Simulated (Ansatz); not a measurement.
# Calculations on SnH4SCl2

### Relaxation

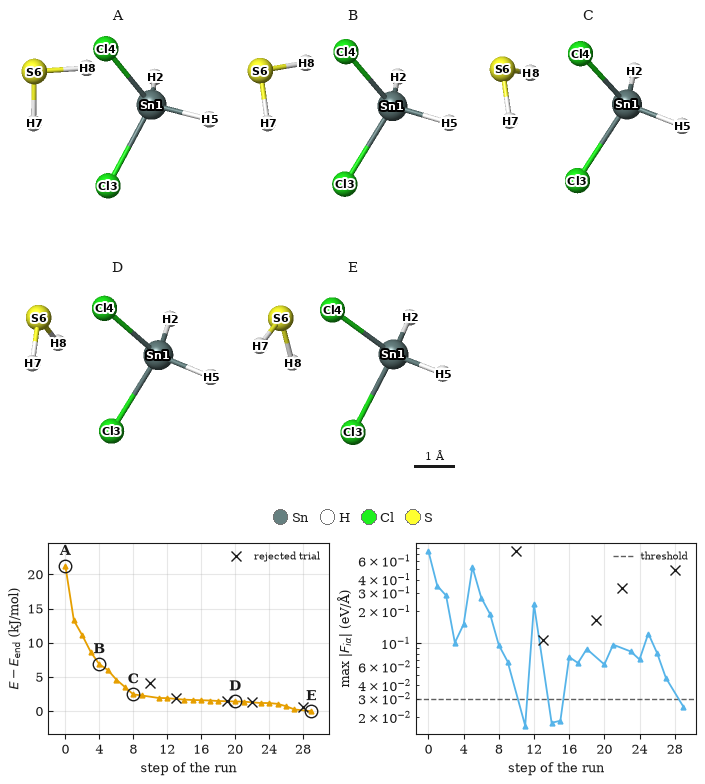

Frames of a relaxation of SnH4SCl2, marked on the history of the run. The picture is a ball-and-stick view, seen from a free direction.

The run prepares an end point of a later path (reaction) calculation, from a guessed geometry.

All numbers below come from Ansatz 0.2.0, RKS PBE0/def2-SVP. (no spin polarisation; force threshold 0.03 eV/Å; at most 50 steps)

What happens along the run?

Answer. The largest move after the best rigid fit is that of H8, 1.50 Å. By element the largest moves are H 1.50 Å, Cl 0.59 Å, S 0.48 Å, Sn 0.19 Å. Some distances before and after: Sn1–H2 1.731 → 1.697 Å, S6–H8 1.378 → 1.350 Å, Sn1–Cl4 2.341 → 2.346 Å, S6–H7 1.354 → 1.349 Å. Bond angles that change, for instance: Cl3–Sn1–Cl4 110.2° → 107.1°. The energy falls by 21.2 kJ/mol in 24 accepted moves (29 points after the start). The largest force component goes from 0.74 to 0.025 eV/Å. The line search rejected the trial steps at points 10, 13, 19, 22, 28 of the run. The forces were under the threshold at step 11, but the run went on from there. From step 0 to 4: H8 moves most (0.71 Å), energy −14.4 kJ/mol. From step 4 to 8: H8 moves most (0.56 Å), energy −4.40 kJ/mol. From step 8 to 20: H7 moves most (0.45 Å), energy −1.04 kJ/mol. From step 20 to 29: H7 moves most (0.55 Å), energy −1.42 kJ/mol.

### Relaxation

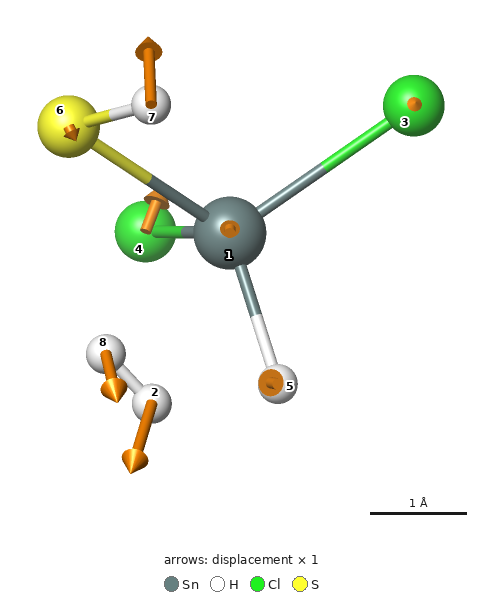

A relaxation of SnH₄SCl₂. The starting structure is drawn; orange arrows show the displacements, at their true length. The two geometries are superimposed by the best rigid fit.

The picture is a ball-and-stick view, seen from a free direction.

The run prepares an end point of a later path (reaction) calculation, from a guessed geometry.

The calculation used RKS PBE0/def2-SVP (Ansatz). Set-up: no spin polarisation; force threshold 0.03 eV/Å; at most 50 steps.

Question: What did the optimiser do to the structure, and how much energy did it gain?

Answer: After 17 accepted moves (19 points after the start) the energy has fallen by 20.7 kJ/mol. Largest force component: 1.7 eV/Å at the start, 0.026 eV/Å at the end. The line search rejected the trial steps at points 8, 14 of the run. The forces were under the threshold at step 7, but the run went on from there. The largest move after the best rigid fit is that of H2, 1.13 Å. Largest moves by element: H 1.13 Å, Cl 0.59 Å, Sn 0.22 Å, S 0.18 Å. Near-neighbour distances that change, for instance: H2–H8 0.719 → 0.762 Å, Sn1–S6 2.430 → 2.401 Å. Among the angles between lasting bonds that change: Cl4–Sn1–S6 104.2° → 110.5°, H5–Sn1–S6 121.2° → 115.0°, Cl3–Sn1–H5 106.5° → 110.4°. Groups turn about Sn1–S6 by about 60°.

Limits of the set-up: the start holds two separate molecules, 2.3 Å apart at their closest, whose relative position is a soft coordinate and is computed without a dispersion correction.

### Path

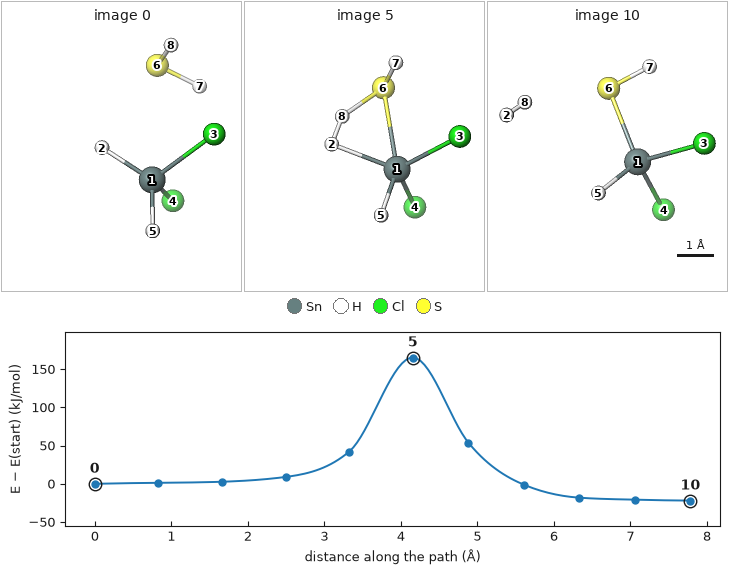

A nudged-elastic-band calculation for SnH4SCl2, made up at the start of SnH₂Cl₂ and H$_{2}$S. Images are numbered from 0 (start) to 10 (end). Style: ball-and-stick. Shown from a free direction.

The calculation used RKS PBE0/def2-SVP (Ansatz). Set-up: 9 movable images; climbing image; force threshold 0.03 eV/Å; iteration limit 59; starting path through a guess of the saddle point.

Describe the mechanism and the energy profile.

The highest point, image 5, lies 165.2 kJ/mol above the start and 187.2 kJ/mol above the end; the end is at −21.9 kJ/mol relative to the start. Breaking: S6–H8 (1.35 → 1.67 at the top → 3.18 Å), Sn1–H2 (1.70 → 2.00 at the top → 4.29 Å). Forming: H2–H8 (3.60 → 1.03 at the top → 0.76 Å), Sn1–S6 (3.80 → 2.68 at the top → 2.40 Å). The band is converged. At the top, the vibrational analysis gives one imaginary mode (1421i cm⁻¹), as a transition state must have.

Limits of the set-up: the start holds two separate molecules, 3.3 Å apart at their closest, whose relative position is a soft coordinate and is computed without a dispersion correction.
